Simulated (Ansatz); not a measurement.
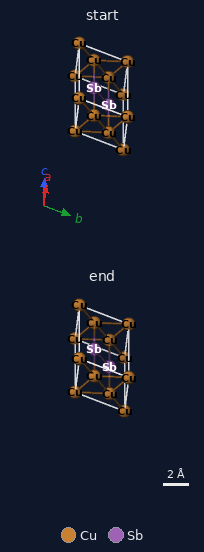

The structure of crystalline Cu3Sb2 (a generated structure, set up in P6/mmm) (coarse preliminary run) before (top) and after (bottom) a relaxation, at one scale.

The picture is a ball-and-stick view of the cell of the calculation, seen from a free direction.

Method: DFT PBE, scalar-relativistic, plane waves, PAW in Ansatz. Set-up: plane-wave cutoff 420 eV; k-point mesh 6 × 6 × 4; occupations gaussian; smearing width 0.1 eV; no spin polarisation; cell and atoms relaxed; force threshold 0.04 eV/Å; at most 70 steps.

### Describe what moved and what it gained.

After 3 accepted moves (4 points after the start) the energy has fallen by 15.6 meV per atom. All forces vanish by symmetry, so only the cell relaxes. The pressure goes from 1.17 to 0.00 GPa. At 1 point the geometry stayed and the basis and grid were re-selected for the new cell (energy shift of less than 0.05 meV per atom at most each time). The atoms keep their places relative to the cell (all moves are under 0.005 Å). The volume changes by +1.5 %, with a = b 4.763 → 4.873 Å (+2.3 %), c 5.454 → 5.289 Å (−3.0 %). Near-neighbour distances that change, for instance: Cu–Sb 2.727 → 2.645 Å, Cu–Cu 2.750 → 2.813 Å, Sb–Sb 2.750 → 2.813 Å. The space group stays P6/mmm (No. 191). Cost: 42 s on 1 thread of Arm Neoverse V1, with other jobs on the host, peak memory 0.42 GiB.
